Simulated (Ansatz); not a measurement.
# Calculations on CH₁₁NOSi₂

Part 1: Relaxation

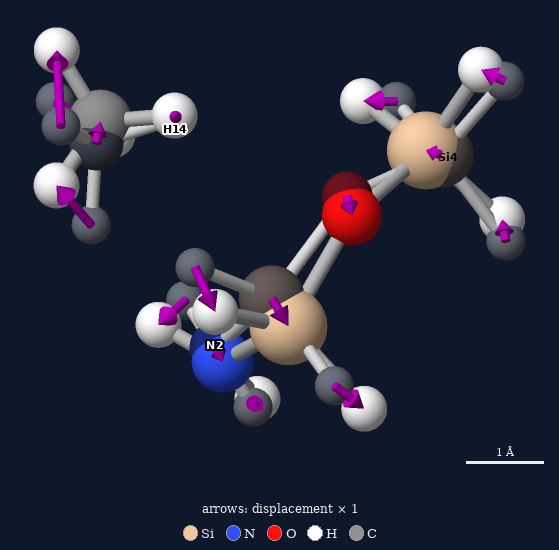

This is a relaxation of CH11NOSi2. The starting structure is drawn faded, the final one solid; purple arrows show the displacements, at their true length. The two geometries are superimposed by the best rigid fit.

A ball-and-stick model, seen face on.

The run prepares an end point of a later path (reaction) calculation, from a guessed geometry.

Method: RKS B3LYP-D4/def2-SVP in Ansatz. Set-up: no spin polarisation; force threshold 0.03 eV/Å; at most 50 steps.

> Atoms of which element are displaced furthest, and by how much?

Hydrogen: up to 1.37 Å, against 0.42 Å for silicon.

> Describe the change and its energy.

The energy falls by 0.203 eV in 21 accepted moves (24 points after the start). The largest force component goes from 1.1 to 0.03 eV/Å. The line search rejected the trial steps at points 3, 19, 20 of the run. The forces were under the threshold at step 6, but the run went on from there. The atom that moves furthest after the best rigid fit is an H atom (1.37 Å). Largest moves by element: H 1.37 Å, Si 0.42 Å, C 0.31 Å, O 0.28 Å, N 0.22 Å. Some distances before and after: N–Si 1.780 → 1.720 Å, C–H 1.085 → 1.100 Å, H–Si 1.477 → 1.483 Å, O–Si 1.670 → 1.674 Å. Bond angles that change, for instance: Si–N–H 116.0° → 121.7°, N–Si–H 112.8° → 109.4°, N–Si–H 103.4° → 106.7°. Groups turn about N–Si by about 20°. The run took 93 s on 4 threads of Arm Neoverse N1 (shared host), peak memory 0.34 GiB.

Part 2: Relaxation

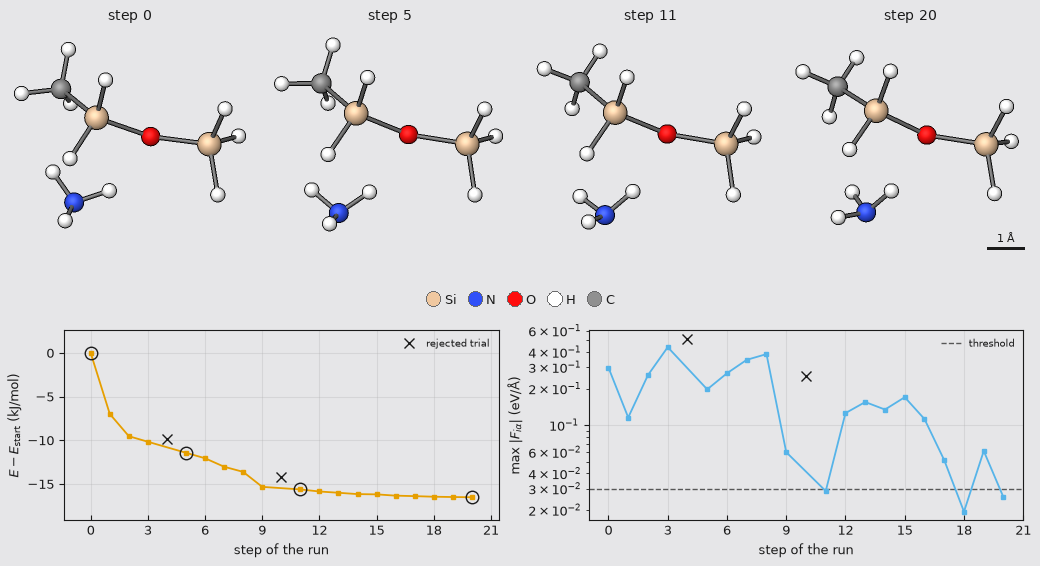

Frames of a relaxation of CH11NOSi2, marked on the history of the run. The picture is a ball-and-stick view, seen at a tilt.

The run prepares an end point of a later path (reaction) calculation, from a guessed geometry.

Method: RKS B3LYP-D4/def2-SVP in Ansatz.

Input
```yaml
crystal:
  periodic: [false, false, false]
  atoms:
    - { symbol: Si, position_ang: [-0.005353, 0.794059, 0.748138] }
    - { symbol: "N", position_ang: [1.483633, -1.902467, 0.196389] }
    - { symbol: O, position_ang: [-0.264712, 0.448708, -0.867838] }
    - { symbol: Si, position_ang: [-0.49206, 1.090447, -2.383431] }
    - { symbol: H, position_ang: [1.451794, 0.899913, 1.033673] }
    - { symbol: H, position_ang: [-0.600496, 2.138408, 1.031593] }
    - { symbol: H, position_ang: [0.945114, -1.815386, 1.056357] }
    - { symbol: C, position_ang: [-0.869672, -0.480872, 1.814282] }
    - { symbol: H, position_ang: [0.923545, -1.48197, -0.545171] }
    - { symbol: H, position_ang: [2.313216, -1.318386, 0.305911] }
    - { symbol: H, position_ang: [-1.093759, 2.453635, -2.292898] }
    - { symbol: H, position_ang: [0.815542, 1.18468, -3.095225] }
    - { symbol: H, position_ang: [-1.404377, 0.194622, -3.146471] }
    - { symbol: H, position_ang: [-1.885895, -0.127649, 2.054644] }
    - { symbol: H, position_ang: [-0.976672, -1.455981, 1.320217] }
    - { symbol: H, position_ang: [-0.339647, -0.621661, 2.769828] }
basis:
  gaussian: { orbitals: def2-SVP }
hamiltonian:
  xc: b3lyp
  dispersion: d4
relax:
  f_tol: 0.03
  max_steps: 50
```

Launched with:
```bash
ansatz run input.yaml --threads 4 --pin off --max-ram 5120MiB --backend cpu --events-out ev --progress --plain --runs-dir out
```

> What happens along the run?

The atom that moves furthest after the best rigid fit is H7 (1.24 Å). By element the largest moves are H 1.24 Å, N 0.49 Å, Si 0.29 Å, C 0.25 Å, O 0.18 Å. Near-neighbour distances that change, for instance: Si1–H5 1.489 → 1.493 Å. Among the angles between lasting bonds that change: Si1–C8–H15 113.2° → 108.7°, H6–Si1–C8 108.7° → 111.6°, H5–Si1–C8 113.0° → 110.5°. Groups turn about Si1–C8 by about 30°. After 18 accepted moves (20 points after the start) the energy has fallen by 16.5 kJ/mol. The largest force component goes from 0.3 to 0.025 eV/Å. The line search rejected the trial steps at points 4, 10 of the run. The forces were under the threshold at step 11, but the run went on from there. The run took 81 s on 4 threads of Arm Neoverse N1, on a shared host, peak memory 0.34 GiB. From step 0 to 5: H7 moves most (0.60 Å), energy −11.4 kJ/mol. From step 5 to 11: H atoms move most (0.50 Å), energy −4.19 kJ/mol. From step 11 to 20: H atoms move most (0.47 Å), energy −0.89 kJ/mol.

Part 3: Path

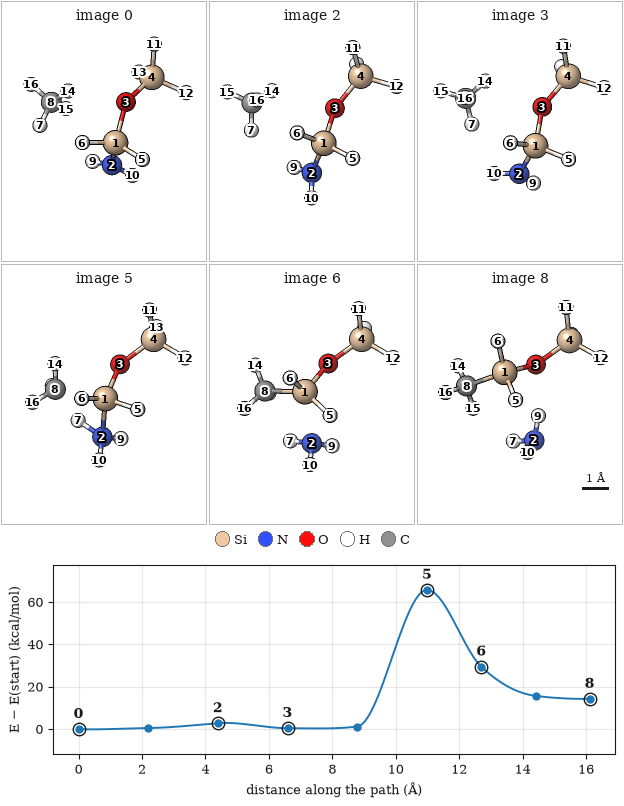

A search for the minimum-energy path of CH11NOSi2, made up at the start of Si₂NH₇O and CH$_{4}$ by the nudged elastic band. Images are numbered from 0 (start) to 8 (end). A ball-and-stick model, seen at a tilt.

Level of theory: RKS B3LYP-D4/def2-SVP (Ansatz). Run with 7 movable images; climbing image; force threshold 0.03 eV/Å; iteration limit 60; starting path through a guess of the saddle point.

> Read off the barrier and say what moves.

The path has more than one stage, and so few images may leave a stage unresolved. Breaking: H7–C8 (1.10 → 1.54 at the top → 3.46 Å), Si1–N2 (1.72 → 1.90 at the top → 3.73 Å). Forming: N2–H7 (3.28 → 1.19 at the top → 1.02 Å), Si1–C8 (3.76 → 2.34 at the top → 1.87 Å). The highest point, image 5, lies 65.8 kcal/mol above the start and 51.5 kcal/mol above the end; the end is at +14.3 kcal/mol relative to the start. The band converged in 34 iterations. The largest component of the band force went from 66 to 0.028 eV/Å. The climbing image converged on the top of the path. Its vibrational analysis gives one imaginary mode (1317i cm⁻¹), as a transition state must have.

Limits of the set-up: the start holds two separate molecules, 2.5 Å apart at their closest, whose relative position is a soft coordinate.
